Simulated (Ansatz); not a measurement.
**Sn: how the settings move a single-point run**

Aim: see which settings change the result for Sn, by how much, and at what cost.

Method: reference: DFT, PBE, plane waves, PAW, in Ansatz 0.2.0.

1 further run of the same task is left out (it didn't finish).

## (1) Starting point

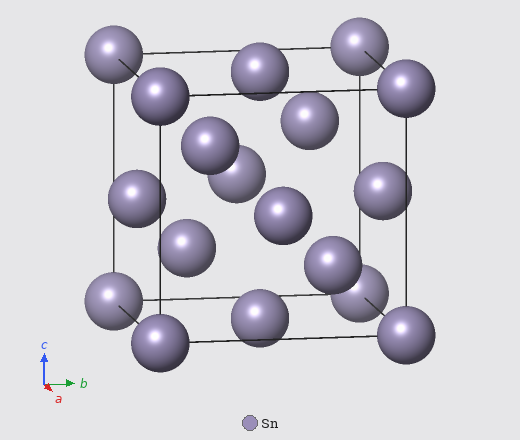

The starting structure, seen slightly off an axis (tin purple). Atoms on the faces are drawn again on the opposite ones. The cell drawn here is the conventional one.

Structure file:

```cif
data_structure
_symmetry_space_group_name_H-M 'Fd-3m:1'
_symmetry_Int_Tables_number 227
_cell_length_a 6.5689
_cell_length_b 6.5689
_cell_length_c 6.5689
_cell_angle_alpha 90.000
_cell_angle_beta 90.000
_cell_angle_gamma 90.000
_cell_volume 283.45
loop_
_atom_site_label
_atom_site_type_symbol
_atom_site_symmetry_multiplicity
_atom_site_Wyckoff_symbol
_atom_site_fract_x
_atom_site_fract_y
_atom_site_fract_z
_atom_site_occupancy
Sn1 Sn 8 b 0.00000 0.00000 0.50000 1
```

## (2) The reference run

Contents of input.yaml:

```yaml
crystal:
  lattice:
    - [0.0, 3.2844597792, 3.2844597792]
    - [3.2844597792, 0.0, 3.2844597792]
    - [3.2844597792, 3.2844597792, 0.0]
  atoms:
    - { symbol: Sn, position: [0.0, 0.0, 0.0] }
    - { symbol: Sn, position: [0.25, 0.25, 0.25] }
kpoints:
  mp_grid: { grid: [4, 4, 4] }
hamiltonian:
  xc: pbe
scf:
  occupations: { method: fermi_dirac, width: 0.02 }
  n_extra_bands: 4
output:
  forces: true
  stress: true
  eigenvalues: true
```

Command:

```sh
$ ansatz run input.yaml --threads 4 --pin off --max-ram 3686MiB --backend cpu --events-out ev --progress --plain --runs-dir out
```

From the output:

```text
[...]
Basis set: ecut = 420 eV, 1411 PW (Γ), exchange–correlation on 64×64×64 points (8 copies of the dense FFT grid, shifted against one another)
[...]
k-points: 8 of 64
[...]
SCF iter   1: F=—  HF=-12048.228135 eV  |F-HF|=—  |Δ(HF+E_count)|=         —  Δρ=6.36e-4  dr2=1.61e-4  ethr=1.77e-3  ⟨swp⟩=6.1  Hψ=779  notcnv=0
preconditioner: auto → LDOS  [insulator: Δε(μ)=0.560 eV  Ē_g=19.958 eV  σ=0.020 eV  W_gap=0.50  n_scr=14 (ndim 8)  ℏωp=23.3 eV  f_vac=0.103  D(μ)=1.56/eV (n_scr^D=14)  ε∞_Penn≈2.4  β→1.0]
SCF iter   2: F=—  HF=-12048.227261 eV  |F-HF|=—  |Δ(HF+E_count)|=   8.74e-4  Δρ=6.86e-4  dr2=2.15e-4  ethr=5.74e-7  ⟨swp⟩=2.1  Hψ=354  notcnv=0
[...]
SCF iter   5: F=-12048.227142 eV  HF=-12048.227142 eV  |F-HF|=2.88e-8  |Δ(HF+E_count)|=   2.86e-7  Δρ=4.99e-6  dr2=4.53e-8  ethr=2.50e-9  ⟨swp⟩=2.0  Hψ=253  notcnv=0
SCF iter   6: F=-12048.227142 eV  HF=-12048.227142 eV  |F-HF|=1.26e-9  |Δ(HF+E_count)|=   1.17e-8  Δρ=6.07e-7  dr2=5.78e-10  ethr=1.62e-10  ⟨swp⟩=2.5  Hψ=472  notcnv=0
[...]
SCF converged after 6 iterations
Free energy (F): -12048.227142 eV
[...]
E sigma→0 (E₀):  -12048.226273 eV
[...]
Fermi energy:    7.325670 eV
[...]
  P = ⅓ Tr σ = 2.1601 GPa (21.601 kbar)
[...]
```

Wall time 0.54 s (4 threads of Arm Neoverse N1, shared host); peak memory 0.3 GiB.

## (3) Changing settings: ecutwfc 250

Edit input.yaml of step 2 so:

```diff
@@ -19 +19,3 @@
   eigenvalues: true
+basis:
+  ecutwfc: 250
```

Command:

```sh
$ ansatz run input.yaml --threads 4 --pin off --max-ram 3686MiB --backend cpu --events-out ev --progress --plain --runs-dir out
```

What it wrote, cut to the lines that bear on the results:

```text
Warning: basis.ecutwfc = 250 eV is below the records' recommended 420 eV, and the density's cutoff is lower with it unless basis.ecutrho_ratio is high enough to keep the records' density cutoff: compare with a run at a higher cutoff
Warning: RAYON_NUM_THREADS=4 ignored (pool sized by the plan → 4); use --threads N
scf.n_extra_bands = 4 over 14 filled bands (N_el = 28.0): the run solves 18 bands
[...]
Pseudopotentials: kind: paw
Pseudopotential: Sn, paw, valence charge 14, recommended cutoff 420 eV (normal), Sn.paw.azcp
Functional definition: PBE
[...]
Crystal: 2 atoms, lattice volume = 70.863 Å³
Basis set: ecut = 250 eV, 609 PW (Γ), exchange–correlation on 48×48×48 points (8 copies of the dense FFT grid, shifted against one another)
Bands: 18, of which v1, the nominal top of the filled ones, is band 14 counted from 1 (13 counted from 0)
Symmetry: 48 space group operations
Space group: Fd-3m (ITA 227), of the structure as read, at distance tolerance 4.1e-5 Å
k-points: 8 of 64
[...]
SCF iter   1: F=—  HF=-12047.155477 eV  |F-HF|=—  |Δ(HF+E_count)|=         —  Δρ=8.96e-3  dr2=2.19e-2  ethr=1.77e-3  ⟨swp⟩=6.1  Hψ=750  notcnv=0
[...]
SCF iter   6: F=-12047.138721 eV  HF=-12047.138721 eV  |F-HF|=8.85e-9  |Δ(HF+E_count)|=   8.48e-8  Δρ=1.64e-6  dr2=2.24e-9  ethr=3.03e-10  ⟨swp⟩=2.5  Hψ=466  notcnv=0
[...]
SCF converged after 6 iterations
Free energy (F): -12047.138721 eV
[...]
E sigma→0 (E₀):  -12047.137854 eV
Entropy (-TS):   -0.001734 eV (-0.867 meV/atom)
Fermi energy:    7.319938 eV
[...]
--- Forces (eV/Å), atoms counted from 1 ---
  atom   1  Sn    -0.00000000     0.00000000     0.00000000
  atom   2  Sn    -0.00000000     0.00000000    -0.00000000
[...]
--- Stress (GPa, compression-positive) ---
        2.791678      -0.000000      -0.000000
        0.000000       2.791678       0.000000
       -0.000000       0.000000       2.791678
  P = ⅓ Tr σ = 2.7917 GPa (27.917 kbar)
--- Band table (eV; the first three rows and the last of 8) ---
  k-point 0: bands = ["-14.3652", "-14.3652", "-14.3652", "-14.3464", "-14.3464", "-14.0462", "-14.0462", "-14.0462", "-14.0097", "-14.0097", "-2.9705", "6.4968", "7.5220", "7.5220", "7.5220", "9.5891", "9.5891", "9.5891"]
[...]
```

It took 0.37 s on 4 threads of Arm Neoverse N1, shared host; peak memory 0.27 GiB.

Changing the cutoff moves the energy by +544.2 meV/atom, and the pressure goes from 2.2 to 2.8 GPa. The lower cutoff gives the higher energy: the smaller basis describes the state less well. The log warns that the cutoff is under what these potentials recommend, so the shift is basis error.

## (4) Changing settings: symmetry.detect false

Edit input.yaml of step 2 so:

```diff
@@ -8,2 +8,3 @@
     - { symbol: Sn, position: [0.25, 0.25, 0.25] }
+  symmetry: { detect: false }
 kpoints:
```

Command:

```sh
$ ansatz run input.yaml --threads 4 --pin off --max-ram 3686MiB --backend cpu --events-out ev --progress --plain --runs-dir out
```

What it wrote, cut to the lines that bear on the results:

```text
Warning: RAYON_NUM_THREADS=4 ignored (pool sized by the plan → 4); use --threads N
scf.n_extra_bands = 4 over 14 filled bands (N_el = 28.0): the run solves 18 bands
[...]
[... 3 set-up lines as earlier in the session ...]
[...]
Crystal: 2 atoms, lattice volume = 70.863 Å³
Basis set: ecut = 420 eV, 1411 PW (Γ), exchange–correlation on 64×64×64 points (8 copies of the dense FFT grid, shifted against one another)
Bands: 18, of which v1, the nominal top of the filled ones, is band 14 counted from 1 (13 counted from 0)
Symmetry: 1 space group operations
k-points: 36 of 64 (time reversal used)
[...]
SCF iter   1: F=—  HF=-12048.228180 eV  |F-HF|=—  |Δ(HF+E_count)|=         —  Δρ=6.33e-4  dr2=1.59e-4  ethr=1.77e-3  ⟨swp⟩=6.1  Hψ=3459  notcnv=0
[...]
SCF iter   6: F=-12048.227142 eV  HF=-12048.227142 eV  |F-HF|=1.21e-8  |Δ(HF+E_count)|=   1.19e-8  Δρ=3.94e-6  dr2=1.61e-8  ethr=2.04e-10  ⟨swp⟩=3.0  Hψ=2413  notcnv=0
[...]
SCF converged after 6 iterations
Free energy (F): -12048.227142 eV
[...]
E sigma→0 (E₀):  -12048.226273 eV
Entropy (-TS):   -0.001738 eV (-0.869 meV/atom)
Fermi energy:    7.325659 eV
[...]
--- Forces (eV/Å), atoms counted from 1 ---
  atom   1  Sn     0.00002410    -0.00003788    -0.00001780
  atom   2  Sn    -0.00002667     0.00004453     0.00001954
[...]
--- Stress (GPa, compression-positive) ---
        2.160092      -0.000062      -0.000137
       -0.000062       2.160092       0.000085
       -0.000137       0.000085       2.160092
  P = ⅓ Tr σ = 2.1601 GPa (21.601 kbar)
--- Band table (eV; the first three rows and the last of 36) ---
  k-point 0: bands = ["-14.1986", "-14.1986", "-14.1986", "-14.1447", "-14.1447", "-13.8630", "-13.8630", "-13.8630", "-13.8583", "-13.8583", "-2.9652", "6.5198", "7.4859", "7.4860", "7.4860", "9.5461", "9.5461", "9.5461"]
[...]
```

It took 1.9 s on 4 threads of Arm Neoverse N1, shared host; peak memory 0.38 GiB.

Energy and cycle count are those of the reference, so the change (use of symmetry) left the result and the number of cycles as they were.

## (5) Changing settings: preconditioner kerker

Edit input.yaml of step 2 so:

```diff
@@ -15,2 +15,3 @@
   n_extra_bands: 4
+  mixing: { preconditioner: kerker }
 output:
```

Command:

```sh
$ ansatz run input.yaml --threads 4 --pin off --max-ram 3686MiB --backend cpu --events-out ev --progress --plain --runs-dir out
```

What it wrote, cut to the lines that bear on the results:

```text
Warning: RAYON_NUM_THREADS=4 ignored (pool sized by the plan → 4); use --threads N
scf.n_extra_bands = 4 over 14 filled bands (N_el = 28.0): the run solves 18 bands
[...]
[... 3 set-up lines as earlier in the session ...]
[...]
Crystal: 2 atoms, lattice volume = 70.863 Å³
Basis set: ecut = 420 eV, 1411 PW (Γ), exchange–correlation on 64×64×64 points (8 copies of the dense FFT grid, shifted against one another)
Bands: 18, of which v1, the nominal top of the filled ones, is band 14 counted from 1 (13 counted from 0)
[... 2 set-up lines as earlier in the session ...]
k-points: 8 of 64
[...]
SCF iter   1: F=—  HF=-12048.228135 eV  |F-HF|=—  |Δ(HF+E_count)|=         —  Δρ=6.36e-4  dr2=1.61e-4  ethr=1.77e-3  ⟨swp⟩=6.1  Hψ=779  notcnv=0
[...]
SCF iter   9: F=-12048.227142 eV  HF=-12048.227142 eV  |F-HF|=1.91e-8  |Δ(HF+E_count)|=   7.87e-8  Δρ=5.89e-6  dr2=1.70e-8  ethr=3.57e-10  ⟨swp⟩=4.4  Hψ=477  notcnv=0
[...]
SCF converged after 9 iterations
Free energy (F): -12048.227142 eV
[...]
E sigma→0 (E₀):  -12048.226273 eV
Entropy (-TS):   -0.001738 eV (-0.869 meV/atom)
Fermi energy:    7.325717 eV
[...]
--- Forces (eV/Å), atoms counted from 1 ---
  atom   1  Sn     0.00000000     0.00000000     0.00000000
  atom   2  Sn     0.00000000    -0.00000000     0.00000000
[...]
--- Stress (GPa, compression-positive) ---
        2.160043      -0.000000       0.000000
       -0.000000       2.160043      -0.000000
       -0.000000      -0.000000       2.160043
  P = ⅓ Tr σ = 2.1600 GPa (21.600 kbar)
--- Band table (eV; the first three rows and the last of 8) ---
  k-point 0: bands = ["-14.1984", "-14.1984", "-14.1984", "-14.1445", "-14.1445", "-13.8628", "-13.8628", "-13.8628", "-13.8580", "-13.8580", "-2.9652", "6.5199", "7.4860", "7.4860", "7.4860", "9.5461", "9.5461", "9.5461"]
[...]
```

Run time: 0.61 s. Hardware: 4 threads of Arm Neoverse N1, shared host; peak memory 0.3 GiB.

With the changed mixing the energy agrees within 0.5 meV/atom. Cost: 9 SCF cycles against 6.

## (6) Changed: ecutwfc 600

Edit input.yaml of step 2 so:

```diff
@@ -19 +19,3 @@
   eigenvalues: true
+basis:
+  ecutwfc: 600
```

Command:

```sh
$ ansatz run input.yaml --threads 4 --pin off --max-ram 3686MiB --backend cpu --events-out ev --progress --plain --runs-dir out
```

What it wrote, cut to the lines that bear on the results:

```text
Warning: RAYON_NUM_THREADS=4 ignored (pool sized by the plan → 4); use --threads N
scf.n_extra_bands = 4 over 14 filled bands (N_el = 28.0): the run solves 18 bands
[...]
[... 3 set-up lines as earlier in the session ...]
[...]
Crystal: 2 atoms, lattice volume = 70.863 Å³
Basis set: ecut = 600 eV, 2421 PW (Γ), exchange–correlation on 80×80×80 points (8 copies of the dense FFT grid, shifted against one another)
Bands: 18, of which v1, the nominal top of the filled ones, is band 14 counted from 1 (13 counted from 0)
[... 2 set-up lines as earlier in the session ...]
k-points: 8 of 64
[...]
SCF iter   1: F=—  HF=-12048.229842 eV  |F-HF|=—  |Δ(HF+E_count)|=         —  Δρ=5.65e-4  dr2=1.44e-4  ethr=1.77e-3  ⟨swp⟩=6.1  Hψ=804  notcnv=0
[...]
SCF iter   6: F=-12048.228962 eV  HF=-12048.228962 eV  |F-HF|=9.68e-10  |Δ(HF+E_count)|=   1.86e-8  Δρ=6.17e-7  dr2=6.12e-10  ethr=1.91e-10  ⟨swp⟩=2.6  Hψ=485  notcnv=0
[...]
SCF converged after 6 iterations
Free energy (F): -12048.228962 eV
[...]
E sigma→0 (E₀):  -12048.228093 eV
Entropy (-TS):   -0.001738 eV (-0.869 meV/atom)
Fermi energy:    7.325535 eV
[...]
--- Forces (eV/Å), atoms counted from 1 ---
  atom   1  Sn    -0.00000000     0.00000000    -0.00000000
  atom   2  Sn     0.00000000     0.00000000    -0.00000000
[...]
--- Stress (GPa, compression-positive) ---
        2.152741      -0.000000       0.000000
       -0.000000       2.152741      -0.000000
       -0.000000       0.000000       2.152741
  P = ⅓ Tr σ = 2.1527 GPa (21.527 kbar)
--- Band table (eV; the first three rows and the last of 8) ---
  k-point 0: bands = ["-14.1995", "-14.1995", "-14.1995", "-14.1456", "-14.1456", "-13.8639", "-13.8639", "-13.8639", "-13.8592", "-13.8592", "-2.9651", "6.5198", "7.4858", "7.4858", "7.4858", "9.5457", "9.5457", "9.5457"]
[...]
```

Run time: 0.74 s. Hardware: 4 threads of Arm Neoverse N1, shared host; peak memory 0.35 GiB.

Changing the cutoff moves the energy by -0.9 meV/atom. More plane waves (600 against 420 eV) lower the energy, so the reference carries about that much basis error.

## (7) The same system, input altered

Edit input.yaml of step 2 so:

```diff
@@ -13,3 +13,3 @@
 scf:
-  occupations: { method: fermi_dirac, width: 0.02 }
+  occupations: { method: fixed }
   n_extra_bands: 4
```

Command:

```sh
$ ansatz run input.yaml --threads 4 --pin off --max-ram 3686MiB --backend cpu --events-out ev --progress --plain --runs-dir out
```

What it wrote, cut to the lines that bear on the results:

```text
Warning: RAYON_NUM_THREADS=4 ignored (pool sized by the plan → 4); use --threads N
scf.n_extra_bands = 4 over 14 filled bands (N_el = 28.0): the run solves 18 bands
[...]
[... 3 set-up lines as earlier in the session ...]
[...]
Crystal: 2 atoms, lattice volume = 70.863 Å³
Basis set: ecut = 420 eV, 1411 PW (Γ), exchange–correlation on 64×64×64 points (8 copies of the dense FFT grid, shifted against one another)
Bands: 18, of which v1, the nominal top of the filled ones, is band 14 counted from 1 (13 counted from 0)
[... 2 set-up lines as earlier in the session ...]
k-points: 8 of 64
[...]
SCF iter   1: F=—  HF=-12048.216535 eV  |F-HF|=—  |Δ(HF+E_count)|=         —  Δρ=1.52e-3  dr2=1.32e-3  ethr=1.77e-3  ⟨swp⟩=5.0  Hψ=630  notcnv=0  defer=12
[...]
SCF iter   7: F=-12048.215376 eV  HF=-12048.215376 eV  |F-HF|=7.38e-8  |Δ(HF+E_count)|=   6.07e-7  Δρ=1.11e-5  dr2=6.14e-8  ethr=3.57e-10  ⟨swp⟩=6.8  Hψ=837  notcnv=0
WARN: a fill by count may have filled part of one level: at k-index 0 the highest filled band, 7.498870 eV, and the lowest empty band, 7.498870 eV, stand 8.882e-16 eV apart, within the solve's uncertainty, 3.162e-4 eV. If they are one level, whatever splits it, however little, can move [...]
SCF converged after 7 iterations
Free energy (F): -12048.215376 eV
[...]
E sigma→0 (E₀):  -12048.215376 eV
Fermi energy:    7.498870 eV
[...]
--- Forces (eV/Å), atoms counted from 1 ---
  atom   1  Sn     0.00000000    -0.00000000     0.00000000
  atom   2  Sn    -0.00000000    -0.00000000     0.00000000
[...]
--- Stress (GPa, compression-positive) ---
        1.901257      -0.000000       0.000000
        0.000000       1.901257      -0.000000
       -0.000000       0.000000       1.901257
  P = ⅓ Tr σ = 1.9013 GPa (19.013 kbar)
--- Band table (eV; the first three rows and the last of 8) ---
  k-point 0: bands = ["-14.1846", "-14.1846", "-14.1846", "-14.1314", "-14.1314", "-13.8493", "-13.8493", "-13.8493", "-13.8450", "-13.8450", "-2.9524", "6.5341", "7.4989", "7.4989", "7.4989", "9.5540", "9.5540", "9.5540"]
[...]
```

Run time: 0.64 s. Hardware: 4 threads of Arm Neoverse N1, shared host; peak memory 0.3 GiB.

## (8) Can this result be trusted?

The program finished normally, with warnings (band overlap at count, metallic iterate, unresolved pair at count). Its log warns: «a fill by count may have filled part of one level: at k-index 0 the highest filled band, 7.498870 eV, and the lowest empty band, 7.498870 eV, stand 8.882e-16 eV apart ...»

The suspect setting: scf.occupations.method is fixed; scf.occupations.width is missing. The risk: fixed occupations where they can't hold. The run converged, but that does not make its result sound.

To undo it: set scf.occupations.method to fermi_dirac and scf.occupations.width to 0.02.

Changing the smearing moves the energy by +5.4 meV/atom (σ→0 values). Cost: 7 SCF cycles against 6.

## (9) Changed: preconditioner resta

Edit input.yaml of step 2 so:

```diff
@@ -15,2 +15,3 @@
   n_extra_bands: 4
+  mixing: { preconditioner: resta }
 output:
```

Command:

```sh
$ ansatz run input.yaml --threads 4 --pin off --max-ram 3686MiB --backend cpu --events-out ev --progress --plain --runs-dir out
```

What it wrote, cut to the lines that bear on the results:

```text
Warning: RAYON_NUM_THREADS=4 ignored (pool sized by the plan → 4); use --threads N
scf.n_extra_bands = 4 over 14 filled bands (N_el = 28.0): the run solves 18 bands
[...]
[... 3 set-up lines as earlier in the session ...]
[...]
Crystal: 2 atoms, lattice volume = 70.863 Å³
Basis set: ecut = 420 eV, 1411 PW (Γ), exchange–correlation on 64×64×64 points (8 copies of the dense FFT grid, shifted against one another)
Bands: 18, of which v1, the nominal top of the filled ones, is band 14 counted from 1 (13 counted from 0)
[... 2 set-up lines as earlier in the session ...]
k-points: 8 of 64
[...]
SCF iter   1: F=—  HF=-12048.228135 eV  |F-HF|=—  |Δ(HF+E_count)|=         —  Δρ=6.36e-4  dr2=1.61e-4  ethr=1.77e-3  ⟨swp⟩=6.1  Hψ=779  notcnv=0
[...]
SCF iter   7: F=-12048.227142 eV  HF=-12048.227142 eV  |F-HF|=3.64e-11  |Δ(HF+E_count)|=   1.66e-7  Δρ=2.90e-7  dr2=4.92e-11  ethr=3.57e-10  ⟨swp⟩=5.5  Hψ=629  notcnv=0
[...]
SCF converged after 7 iterations
Free energy (F): -12048.227142 eV
[...]
E sigma→0 (E₀):  -12048.226273 eV
Entropy (-TS):   -0.001738 eV (-0.869 meV/atom)
Fermi energy:    7.325691 eV
[...]
--- Forces (eV/Å), atoms counted from 1 ---
  atom   1  Sn    -0.00000000     0.00000000     0.00000000
  atom   2  Sn    -0.00000000     0.00000000    -0.00000000
[...]
--- Stress (GPa, compression-positive) ---
        2.160043       0.000000      -0.000000
        0.000000       2.160043       0.000000
       -0.000000       0.000000       2.160043
  P = ⅓ Tr σ = 2.1600 GPa (21.600 kbar)
--- Band table (eV; the first three rows and the last of 8) ---
  k-point 0: bands = ["-14.1986", "-14.1986", "-14.1986", "-14.1447", "-14.1447", "-13.8630", "-13.8630", "-13.8630", "-13.8582", "-13.8582", "-2.9652", "6.5198", "7.4860", "7.4860", "7.4860", "9.5461", "9.5461", "9.5461"]
[...]
```

Wall time 0.56 s (4 threads of Arm Neoverse N1, shared host); peak memory 0.3 GiB.

Same state: the changed mixing leaves the energy within 0.5 meV/atom. Cost: 7 SCF cycles against 6.

## (10) Side by side

```csv
run,ending,energy change,pressure (GPa),gap (eV),force (eV/Å),cycles,time
reference,converged,0,2.2,0.00,0.00,6,0.54 s
1: ecutwfc 250,converged,+544.2 meV/atom,2.8,0.00,0.00,6,0.37 s
2: symmetry.detect false,converged,0.0 meV/atom,2.2,0.00,0.00,6,1.9 s
3: preconditioner kerker,converged,0.0 meV/atom,2.2,0.00,0.00,9,0.61 s
4: ecutwfc 600,converged,-0.9 meV/atom,2.2,0.00,0.00,6,0.74 s
"5: occupations.method fixed, width left out",converged,+5.4 meV/atom (σ→0),1.9,0.00,0.00,7,0.64 s
6: preconditioner resta,converged,0.0 meV/atom,2.2,0.00,0.00,7,0.56 s
```

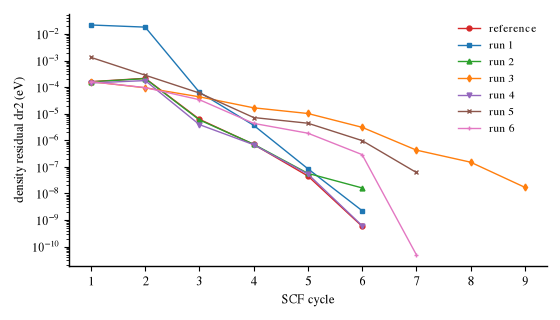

Residual by cycle in the longest SCF loop of each run; runs are numbered as in the table.

What this shows: Run 5 forced a fixed filling on bands that overlap, as the log warns, so it is not on the ground state. Run 1 ran under the cutoff that the potentials recommend, as the log warns, so basis error is mixed into its values, and swamps them where the cutoff is far short.
